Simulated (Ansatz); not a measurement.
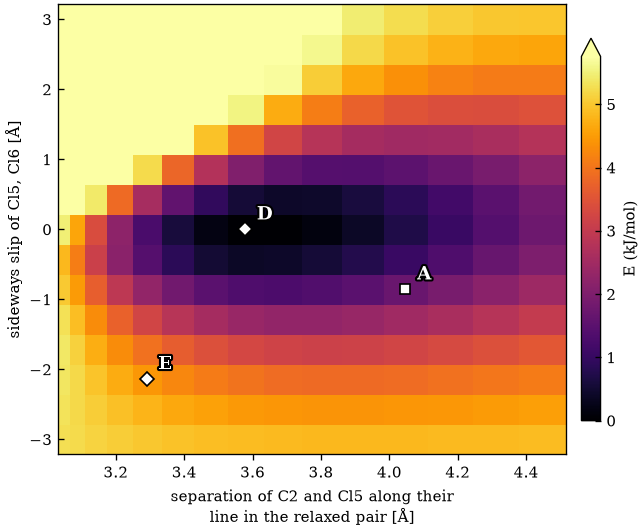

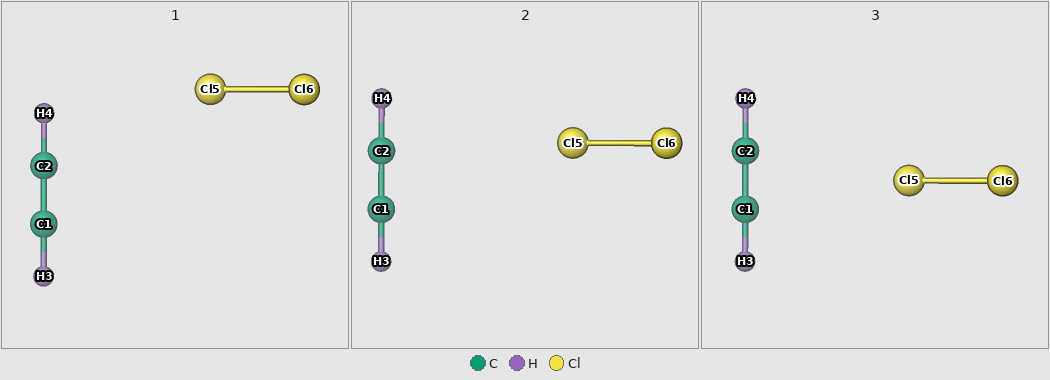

The pair C₂H₂···Cl₂. First axis: separation of C2 and Cl5 along their line in the relaxed pair. Second axis: sideways slip of Cl5, Cl6. Nothing is relaxed (both partners rigid). The scan uses a 15 × 15 grid. Points are written as (first, second). All energies are given in kJ/mol relative to the lowest grid point. Level of theory: RHF/def2-SVPD (Ansatz 0.2.0).

Drawn: one coloured cell a grid point, one colour for all values above the top of the scale, lettered points. The numbered pictures are the structures at these points, in random order.

Which structure belongs to which point?

Answer. A is structure 2: (4.047 Å, −0.86 Å), 1.7 kJ/mol; D is structure 3: (3.578 Å, 0.00 Å), 0.0 kJ/mol; E is structure 1: (3.290 Å, −2.14 Å), 4.5 kJ/mol.
